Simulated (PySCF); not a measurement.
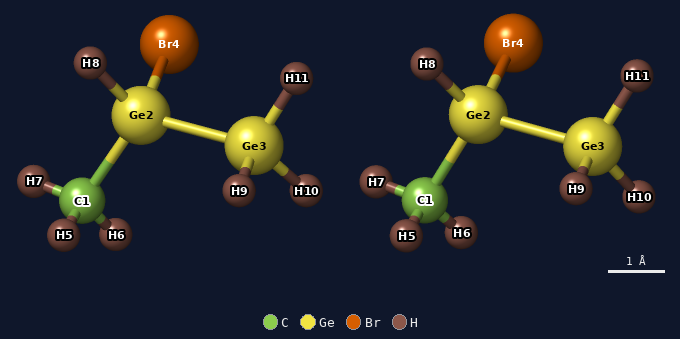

Two geometries of CH₇BrGe₂, drawn at one scale. One is the start of a relaxation, the other its converged end. Style: ball-and-stick. Shown at a tilt.

Method: PBE0-D3(BJ)/def2-SVP geometry optimisation, gas phase in PySCF. 

> Which of the two is the end point?

The right one is the relaxed one. The start comes from GFN2-xTB. The atom that moves furthest after the best rigid fit is H10 (0.20 Å). By element the largest moves are H 0.20 Å, Br 0.09 Å, Ge 0.06 Å, C 0.05 Å. Near-neighbour distances that change, for instance: Ge3–H10 1.499 → 1.538 Å, C1–Ge2 1.985 → 1.948 Å, Ge2–Br4 2.305 → 2.330 Å, C1–H5 1.087 → 1.100 Å. Among the angles between lasting bonds that change: Ge3–Ge2–Br4 109.3° → 105.7°, Ge2–Ge3–H10 112.2° → 108.6°, Br4–Ge2–H8 102.0° → 105.2°. The energy falls by 2.63 kcal/mol in 3 geometry steps. The run took of the order of 2 core-minutes on a shared host.
